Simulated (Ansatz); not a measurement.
**Geometry relaxation, with input and output: AlGeH₆OF (part 2 of 2)**

Continued. System: AlGeH₆OF. Method: RKS PBE-D4/def2-SVP (Ansatz 0.2.0). It belongs to a series of runs on one base structure; here: end point A relaxed.

Geometry of the input (Å):
```
Ge 0.3115  0.1693  -0.1363
H  0.1066  -0.3595  1.3083
F  2.0517  0.0829  -0.4277
H  -0.0851  1.6508  -0.3061
H  -0.3312  -0.7757  -1.1810
O  -2.4352  -0.0169  0.9736
Al -3.5779  -1.1055  0.2507
H  -3.4843  -2.6709  0.5521
H  -4.6405  -0.3961  -0.6941
H  -1.7353  -0.3167  1.6054
```

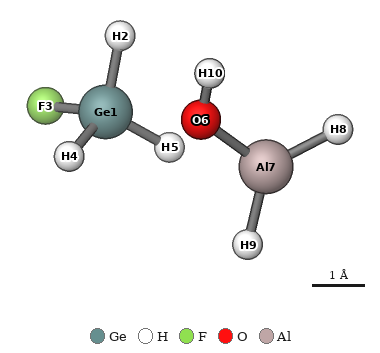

The geometry at step 11 of the log (ball-and-stick view, seen at a tilt; atoms are numbered from 1 in the order of the input).

Trajectory as extended XYZ, continued
```
10
Properties=species:S:1:pos:R:3:forces:R:3 step=5 energy=-67947.88102
Ge    0.3082    0.1482   -0.1274    0.0192   0.0576  -0.0157
H     0.2933   -0.4032    1.3206    0.0262  -0.0210   0.0074
F     2.0155    0.1388   -0.5954   -0.0576  -0.0052   0.0032
H    -0.1524    1.6178   -0.2414   -0.0054  -0.0200   0.0037
H    -0.3922   -0.8021   -1.1327   -0.0130  -0.0108   0.0035
O    -2.4256   -0.0142    1.0011   -0.0915   0.0718  -0.2103
Al   -3.5276   -1.0911    0.1990   -0.0662  -0.0131   0.0655
H    -3.5194   -2.6413    0.5911    0.0095   0.0238  -0.0216
H    -4.5147   -0.3932   -0.8355    0.0752  -0.0072  -0.0226
H    -1.9047   -0.2979    1.7656    0.1036  -0.0761   0.1868
10
Properties=species:S:1:pos:R:3:forces:R:3 step=6 energy=-67947.88875
Ge    0.2820    0.1423   -0.1224    0.0565   0.0281  -0.0135
H     0.3283   -0.4198    1.3248    0.0197   0.0069  -0.0504
F     1.9743    0.1567   -0.6532   -0.1100  -0.0068   0.0305
H    -0.1983    1.6067   -0.2181    0.0039  -0.0182   0.0110
H    -0.4383   -0.8117   -1.1115    0.0015  -0.0068   0.0125
O    -2.3972   -0.0191    1.0162   -0.0616   0.0089  -0.0149
Al   -3.5233   -1.0765    0.2163    0.0938  -0.0252  -0.1560
H    -3.5307   -2.6287    0.6081   -0.0619   0.0646   0.0297
H    -4.3990   -0.3844   -0.9268    0.0580  -0.0350   0.1080
H    -1.9176   -0.3036    1.8116    0.0001  -0.0165   0.0430
10
Properties=species:S:1:pos:R:3:forces:R:3 step=7 energy=-67947.90529
Ge    0.2713    0.1580   -0.1351   -0.0947   0.0179   0.0331
H     0.3696   -0.4103    1.2994    0.0396  -0.0240   0.0502
F     1.9461    0.2239   -0.6990    0.0321  -0.0037  -0.0437
H    -0.2528    1.6062   -0.2108   -0.0011   0.0122  -0.0095
H    -0.4471   -0.8180   -1.1033    0.0072  -0.0046  -0.0283
O    -2.3407   -0.0800    1.0315   -0.0554  -0.0609   0.0154
Al   -3.4911   -1.0936    0.2061    0.0461   0.0845  -0.0735
H    -3.7105   -2.5997    0.6905   -0.0112   0.0273   0.0223
H    -4.2209   -0.3673   -1.0085    0.0260  -0.0479   0.0244
H    -1.9435   -0.3575    1.8742    0.0113  -0.0009   0.0095
10
Properties=species:S:1:pos:R:3:forces:R:3 step=8 energy=-67947.91542
Ge    0.2432    0.1573   -0.1265    0.0204   0.0299  -0.0115
H     0.4375   -0.4203    1.2982    0.0032   0.0063  -0.0127
F     1.8877    0.2611   -0.7830   -0.0565  -0.0094   0.0085
H    -0.3102    1.5965   -0.1835    0.0067  -0.0085   0.0157
H    -0.4931   -0.8251   -1.0768   -0.0061  -0.0167  -0.0036
O    -2.3113   -0.1020    1.0687   -0.0054  -0.1252   0.0901
Al   -3.4467   -1.0873    0.1839   -0.0287  -0.0097  -0.0165
H    -3.7975   -2.5610    0.7384    0.0386   0.1981  -0.0804
H    -4.0557   -0.3695   -1.1122    0.0824  -0.1082   0.1284
H    -1.9736   -0.3878    1.9377   -0.0548   0.0436  -0.1180
10
Properties=species:S:1:pos:R:3:forces:R:3 step=9 energy=-67947.92267
Ge    0.2100    0.1539   -0.1282    0.1143   0.0178   0.0445
H     0.4472   -0.4251    1.2926    0.0069   0.0201  -0.0676
F     1.8377    0.2558   -0.8359   -0.1407  -0.0103   0.0416
H    -0.3420    1.5950   -0.1646    0.0110  -0.0254  -0.0067
H    -0.5491   -0.8335   -1.0573   -0.0145  -0.0045  -0.0063
O    -2.2897   -0.1051    1.1076   -0.0448  -0.1096   0.0526
Al   -3.3983   -1.0760    0.1714   -0.0067  -0.0203   0.0030
H    -3.8013   -2.5310    0.7330    0.0358   0.1663  -0.0766
H    -3.9360   -0.3787   -1.1661    0.0827  -0.0797   0.1413
H    -1.9982   -0.3935    1.9923   -0.0439   0.0455  -0.1256
10
Properties=species:S:1:pos:R:3:forces:R:3 step=10 energy=-67947.93285
Ge    0.1547    0.1403   -0.1083    0.2585   0.0081  -0.0241
H     0.4947   -0.4428    1.2951   -0.0437   0.0482  -0.1498
F     1.7309    0.2205   -0.9433   -0.2798  -0.0195   0.1463
H    -0.3836    1.5871   -0.1237    0.0221  -0.0412  -0.0021
H    -0.6753   -0.8415   -0.9900   -0.0032  -0.0104   0.0178
O    -2.2834   -0.0791    1.1630   -0.0526  -0.1364   0.0335
Al   -3.3036   -1.0658    0.1374    0.0971   0.1413   0.0612
H    -3.7520   -2.4946    0.6864    0.0075  -0.0267  -0.0161
H    -3.7573   -0.3923   -1.2349    0.0570  -0.0178   0.0849
H    -2.0449   -0.3701    2.0631   -0.0629   0.0544  -0.1516
10
Properties=species:S:1:pos:R:3:forces:R:3 step=11 energy=-67947.94532
Ge    0.0847    0.1237   -0.1121    0.3276  -0.0111   0.0615
H     0.4655   -0.4624    1.2767   -0.0268   0.0433  -0.1347
F     1.6298    0.1666   -1.0050   -0.2749  -0.0144   0.1299
H    -0.4245    1.5796   -0.1234   -0.0056  -0.0459  -0.0301
H    -0.7870   -0.8635   -0.9540   -0.0521  -0.0068   0.0252
O    -2.2746   -0.0452    1.2361   -0.1522  -0.1908   0.0072
Al   -3.2012   -1.0436    0.1241    0.2510   0.1685   0.1165
H    -3.6458   -2.4923    0.6158   -0.0014  -0.0414   0.0030
H    -3.5677   -0.3649   -1.2654   -0.0259   0.0304   0.0517
H    -2.0987   -0.3361    2.1520   -0.0396   0.0683  -0.2302
10
Properties=species:S:1:pos:R:3:forces:R:3 step=12 energy=-67947.97512
Ge    0.0303    0.0972   -0.0816    0.2810   0.1738   0.0975
H     0.4712   -0.4769    1.2853   -0.0192  -0.0124  -0.0652
F     1.5119    0.0821   -1.0727   -0.2680  -0.0521   0.1300
H    -0.4596    1.5573   -0.1221   -0.0080  -0.0666  -0.0450
H    -0.9187   -0.8928   -0.8475   -0.1234  -0.1276  -0.0290
O    -2.3013    0.0236    1.2777   -0.0729  -0.3425  -0.2429
Al   -3.0222   -1.0482    0.0560    0.0617   0.5416   0.3548
H    -3.4788   -2.5023    0.5180    0.1565  -0.1186  -0.0360
H    -3.5073   -0.2960   -1.2585    0.0343  -0.0241  -0.0157
H    -2.1450   -0.2821    2.1902   -0.0421   0.0285  -0.1486
10
Properties=species:S:1:pos:R:3:forces:R:3 step=13 energy=-67948.01221
Ge   -0.0078    0.0858   -0.0410   -0.0382  -0.0209  -0.1194
H     0.4708   -0.4867    1.3071    0.0069   0.0063   0.0250
F     1.4239    0.0169   -1.0932   -0.1266  -0.0307   0.0936
H    -0.4937    1.5419   -0.1357    0.0283  -0.0213  -0.0025
H    -0.9979   -0.9240   -0.7590    0.0491  -0.0453  -0.0514
O    -2.2702    0.0541    1.2727   -0.2427  -0.1792  -0.0925
Al   -3.0243   -0.9909    0.0484    0.4444   0.0683   0.1807
H    -3.3029   -2.5288    0.4423    0.0301   0.1867  -0.0471
H    -3.4815   -0.2476   -1.2812   -0.1134   0.0178   0.0687
H    -2.1361   -0.2589    2.1844   -0.0379   0.0185  -0.0551
10
Properties=species:S:1:pos:R:3:forces:R:3 step=14 energy=-67948.05481
Ge   -0.0622    0.0584   -0.0319    0.1129   0.1378   0.0567
H     0.4297   -0.4961    1.3162   -0.0130  -0.0259   0.0299
F     1.3574   -0.0480   -1.0893   -0.0610  -0.0529   0.0030
H    -0.5293    1.5160   -0.1658   -0.0177  -0.0438  -0.0252
H    -1.0353   -0.9833   -0.7479   -0.0081  -0.0082  -0.0072
O    -2.2914    0.1028    1.3108   -0.0723  -0.1389  -0.2863
Al   -2.9057   -0.9572    0.0191    0.0172   0.1292   0.1326
H    -3.1208   -2.5050    0.3697    0.0478   0.0426  -0.0196
H    -3.4970   -0.1869   -1.2470   -0.0129  -0.0133   0.0789
H    -2.1650   -0.2388    2.2110    0.0071  -0.0267   0.0371
10
Properties=species:S:1:pos:R:3:forces:R:3 step=15 energy=-67948.06301
Ge   -0.0621    0.0688   -0.0123   -0.0104  -0.0145  -0.0183
H     0.4164   -0.4841    1.3418   -0.0005   0.0162   0.0147
F     1.3395   -0.1045   -1.0829   -0.0016   0.0054   0.0220
H    -0.5220    1.5223   -0.1912    0.0138  -0.0096   0.0065
H    -1.0416   -0.9767   -0.7214    0.0040  -0.0007  -0.0490
O    -2.2914    0.1039    1.2946    0.0149   0.0164  -0.0354
Al   -2.8925   -0.9482    0.0042   -0.0590  -0.0259   0.0135
H    -3.0460   -2.5076    0.3350    0.0170   0.0348  -0.0218
H    -3.5593   -0.1662   -1.2139    0.0166  -0.0200   0.0245
H    -2.1606   -0.2460    2.1910    0.0053  -0.0022   0.0435
10
Properties=species:S:1:pos:R:3:forces:R:3 step=16 energy=-67948.06463
Ge   -0.0650    0.0661   -0.0164    0.0008  -0.0300  -0.0115
H     0.4003   -0.4826    1.3447   -0.0012   0.0041  -0.0009
F     1.3512   -0.1067   -1.0675    0.0019   0.0023   0.0095
H    -0.5177    1.5210   -0.1956    0.0054   0.0095   0.0015
H    -1.0415   -0.9703   -0.7463   -0.0037   0.0189   0.0043
O    -2.2872    0.1035    1.2931    0.0008   0.0174   0.0048
Al   -2.9009   -0.9486    0.0115   -0.0041  -0.0349  -0.0176
H    -3.0373   -2.5080    0.3336    0.0031   0.0000  -0.0033
H    -3.5678   -0.1695   -1.2031   -0.0144   0.0057  -0.0093
H    -2.1537   -0.2433    2.1908    0.0115   0.0070   0.0226
10
Properties=species:S:1:pos:R:3:forces:R:3 step=17 energy=-67948.06512
Ge   -0.0656    0.0655   -0.0169    0.0002  -0.0144  -0.0035
H     0.3921   -0.4825    1.3472   -0.0035  -0.0052  -0.0046
F     1.3575   -0.1124   -1.0578   -0.0031  -0.0012   0.0026
H    -0.5093    1.5234   -0.1958    0.0034   0.0086  -0.0008
H    -1.0467   -0.9610   -0.7544    0.0065   0.0138   0.0050
O    -2.2871    0.1051    1.2899   -0.0053  -0.0053   0.0113
Al   -2.9039   -0.9519    0.0122    0.0029   0.0078  -0.0180
H    -3.0293   -2.5115    0.3304    0.0021  -0.0158   0.0051
H    -3.5827   -0.1734   -1.1973   -0.0077  -0.0013  -0.0027
H    -2.1449   -0.2396    2.1875    0.0045   0.0129   0.0056
```

Summary

```json
{"quantity": "outcome", "value": "converged"}
{"quantity": "total energy", "value": "−67948.0652 eV"}
{"quantity": "mean-field energy", "value": "−67947.8832 eV"}
{"quantity": "largest force (length of the vector) at the end", "value": "0.020 eV/Å"}
{"quantity": "hardware", "value": "4 threads of Arm Neoverse V2, 24 GiB of memory available, shared host"}
{"quantity": "wall time", "value": "18 s (CPU time 65 s)"}
{"quantity": "peak memory", "value": "0.16 GiB"}
```
